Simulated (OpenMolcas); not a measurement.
SiS: single-point calculation

SiS (silylene, thioxo-), SMILES [Si-]#[S+], computed with HF/6-31G**, RHF (OpenMolcas 26.06).

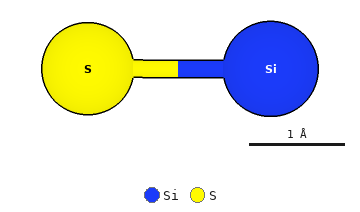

Fig. 1: The input geometry (ball-and-stick view, seen on its broad side). Bond lengths as drawn: S–Si 1.93 Å.

Key numbers:

| quantity | value |
| --- | --- |
| outcome | converged |
| total energy | −686.439355 hartree |
| basis functions | 36 |
| HOMO | −10.60 eV |
| LUMO | 0.63 eV |
| dipole moment | 2.51 debye |
| hardware | 1 thread of Arm Neoverse V1, 24 GiB of memory available, shared host |
| wall time | 1.7 s |
| peak memory | 0.37 GiB |

The input:
```
&gateway
 baslib = $CurrDir
 coord
 2
 angstrom
 Si       0.000000       0.000000       0.000000
 S        0.000000       0.000000       1.929321
 basis = 6-31Gss
 group = NoSym

&seward

&scf
 prorbitals = 0
```

Run as:
```bash
export MOLCAS_MEM=1860
pymolcas job.input > job.log
```

The program's output:
```
--- Start Module: gateway ---

                                              &GATEWAY

                       available to each process: 1.9 GB of memory, 1 thread

 Basis Set     1 Label: SI.6-31GSS
 Basis set is read from library:.
 basistype.tbl is not found

 Basis Set     2 Label: S.6-31GSS
 Basis set is read from library:.
 basistype.tbl is not found

++    Symmetry information:
      ---------------------

                    Character Table for C1

                             E
                    a        1  x, y, xy, Rz, z, xz, Ry, yz, Rx, I
--

++    Basis set information:
      ----------------------

      Basis set label: SI.6-31GSS.........

      Electronic valence basis set:
      ------------------
      Associated Effective Charge  14.000000 au
      Associated Actual Charge     14.000000 au
      Nuclear Model: Point charge

      Shell  nPrim  nBasis  Cartesian Spherical Contaminant
         s      16       4        X
         p      10       3        X
         d       1       1                 X

      Basis set label: S.6-31GSS.........

      Electronic valence basis set:
      ------------------
      Associated Effective Charge  16.000000 au
      Associated Actual Charge     16.000000 au
      Nuclear Model: Point charge

      Shell  nPrim  nBasis  Cartesian Spherical Contaminant
         s      16       4        X
         p      10       3        X
         d       1       1                 X
--

++    Molecular structure info:
      -------------------------

                    ************************************************
                    **** Cartesian Coordinates / bohr, angstrom ****
                    ************************************************

     Center  Label                x              y              z                     x              y              z
        1      SI1              0.000000       0.000000       0.000000              0.000000       0.000000       0.000000
        2      S2               0.000000       0.000000       3.645888              0.000000       0.000000       1.929321
--

            Nuclear Potential Energy             61.43907373 au

--- Stop Module: gateway /rc=_RC_ALL_IS_WELL_ ---

--- Start Module: seward ---

                                              &SEWARD

                       available to each process: 1.9 GB of memory, 1 thread

               SEWARD will generate:
                  Multipole Moment integrals up to order  2
                  Kinetic Energy integrals
                  Nuclear Attraction integrals (point charge)
                  One-Electron Hamiltonian integrals
                  Velocity integrals
                  Orbital angular momentum around (  0.0000   0.0000   1.9444 )
                  Velocity quadrupole around (  0.0000   0.0000   1.9444 )
                  Two-Electron Repulsion integrals

                   Integrals are discarded if absolute value <: 1.00E-14
                   Integral cutoff threshold is set to       <: 1.00E-16

            Nuclear Potential Energy             61.43907373 au

      Basis set specifications :
      Symmetry species         a
      Basis functions           36

--- Stop Module: seward /rc=_RC_ALL_IS_WELL_ ---

--- Start Module: scf ---

                                                &SCF

                       available to each process: 1.9 GB of memory, 1 thread

++    Input section:
      --------------

      Header of the integral files:

      Cartesian coordinates in angstrom:
      -----------------------------------------------------
      No.  Label        X            Y            Z
      -----------------------------------------------------
       1   SI1        0.00000000   0.00000000   0.00000000
       2   S2         0.00000000   0.00000000   1.92932100
      -----------------------------------------------------
      Nuclear repulsion energy =   61.43907373
--

++    Orbital specifications:
      -----------------------

      Symmetry species               1
                                     a
      Frozen orbitals                0
      Occupied orbitals             15
      Secondary orbitals            21
      Deleted orbitals               0
      Total number of orbitals      36
      Number of basis functions     36
--

      Molecular charge                           0.000

++    Optimization specifications:
      ----------------------------

      SCF Algorithm: Conventional
      Minimized density differences are used
      Number of density matrices in core                 5
      Maximum number of NDDO SCF iterations            400
      Maximum number of HF SCF iterations              400
      Threshold for SCF energy change             1.00E-09
      Threshold for density matrix                1.00E-04
      Threshold for Fock matrix                   1.50E-04
      Threshold for linear dependence             1.00E-09
      Threshold at which DIIS is turned on        1.50E-01
      Maximum depth in the DIIS procedure                5
      Maximum depth in the BFGS Hessian update          30
      Threshold at which QNR/C2DIIS is turned on  7.50E-02
      Threshold for Norm(delta) (QNR/C2DIIS)      1.00E-03
      All orbitals punched on: SCFORB
--

      Input vectors read from INPORB
      Orbital file label: *Guess orbitals

++ Convergence information
                                   SCF        iterations: Energy and convergence statistics

Iter     Tot. SCF        One-elec.       Two-elec.     Energy      Max Dij or  Max Fij      DNorm      TNorm      AccCon     Time
         Energy          Energy          Energy        Change      Delta Norm                                                in Sec.
   1  -686.324516226 -1071.650368516   323.886778563   0.00E+00    1.90E-01*   9.99E-02*    7.94E+00   1.11E+02   None         0.
   2  -686.429972134 -1073.730346426   325.861300566  -1.05E-01*   7.68E-02*   1.97E-02*    1.21E+00   1.11E+02   EDIIS        0.
   3  -686.437683614 -1073.150685749   325.273928408  -7.71E-03*   2.07E-02*   8.95E-03*    4.04E-01   1.11E+02   c2DIIS       0.
   4  -686.439155501 -1073.084966257   325.206737030  -1.47E-03*   1.46E-02*   3.58E-03*    9.42E-02   1.11E+02   QNRc2DIIS    0.
   5  -686.439287356 -1073.196584069   325.318222986  -1.32E-04*   4.68E-03*   2.13E-03*    3.38E-02   1.11E+02   QNRc2DIIS    0.
   6  -686.439350135 -1073.153610387   325.275186525  -6.28E-05*   2.13E-03*   5.68E-04*    4.07E-03   1.11E+02   QNRc2DIIS    0.
   7  -686.439354755 -1073.148839949   325.270411468  -4.62E-06*   5.21E-04    8.25E-05     1.28E-03   1.11E+02   QNRc2DIIS    0.
   8  -686.439354946 -1073.150258365   325.271829693  -1.91E-07*   5.07E-05    1.40E-05     3.49E-04   1.11E+02   QNRc2DIIS    0.
   9  -686.439354949 -1073.149798855   325.271370180  -3.16E-09*   1.27E-05    4.76E-06     6.26E-05   1.11E+02   QNRc2DIIS    0.
  10  -686.439354949 -1073.149924825   325.271496149  -2.62E-10    1.74E-06    7.55E-07     2.89E-05   1.11E+02   QNRc2DIIS    0.

       Convergence after  10 Iterations
--

 *****************************************************************************************************************************
 *                                             SCF/KS-DFT Program, Final results                                             *
 *                                                       Final Results                                                       *
 *****************************************************************************************************************************

::    Total SCF energy                               -686.4393549491
      One-electron energy                           -1073.1499248246
      Two-electron energy                             325.2714961485
      Nuclear repulsion energy                         61.4390737269
      Kinetic energy (interpolated)                   686.6269341689
      Virial theorem                                    0.9997268106
      Total spin, S(S+1)                                0.0000000000
      Total spin, S                                     0.0000000000
      Max non-diagonal density matrix element           0.0000023085
      Max non-diagonal Fock matrix element              0.0000001272

      No orbitals printed

++    Molecular charges:
      ------------------

      Mulliken charges per centre
      ---------------------------

                SI1     S2
      Total   13.5955 16.4045

      N-E      0.4045 -0.4045

      Total electronic charge=   30.000000

      Total            charge=   -0.000000
--

++    Molecular properties:
      ---------------------

      Charge (e):
                      =   -0.0000
      Dipole Moment (debye):
      Origin of the operator (angstrom)=    0.0000    0.0000    1.0289
                   X=  7.9697E-15               Y= -1.1808E-14               Z= -2.5121E+00           Total=  2.5121E+00
      Quadrupole Moment (debye*angstrom):
      Origin of the operator (angstrom)=    0.0000    0.0000    1.0289
                  XX= -2.5503E+01              XY= -7.7560E-15              XZ= -3.0953E-14              YY= -2.5503E+01
                  YZ=  6.1586E-14              ZZ= -2.7820E+01
      In traceless form (debye*angstrom)
                  XX=  1.1583E+00              XY= -1.1634E-14              XZ= -4.6429E-14              YY=  1.1583E+00
                  YZ=  9.2380E-14              ZZ= -2.3167E+00
--

--- Stop Module: scf /rc=_RC_ALL_IS_WELL_ ---

.##################.
.# Happy landing! #.
.##################.

    Timing: Wall=1.46 User=1.12 System=0.34
```

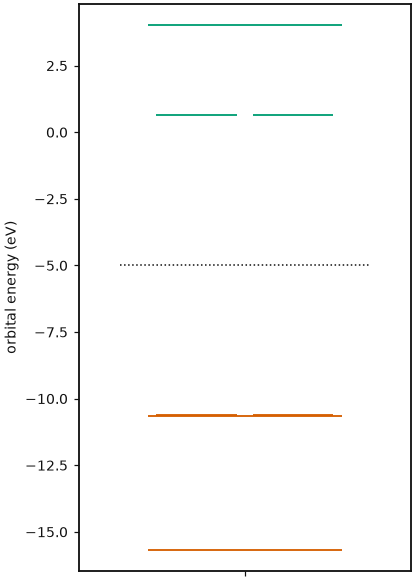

Fig. 2: Orbital energies near the frontier; the dotted line parts filled from empty levels, and levels within 0.02 eV of each other stand side by side. Highest filled −10.60 eV, lowest empty 0.63 eV, 11.23 eV apart.

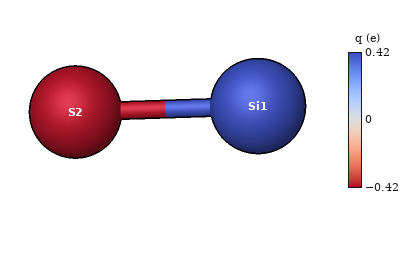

Fig. 3: Mulliken charges, as the colour of each atom (ball-and-stick view, seen at a tilt; atoms are numbered from 1 in the order of the input). By element: Si +0.40 and S −0.40 e.
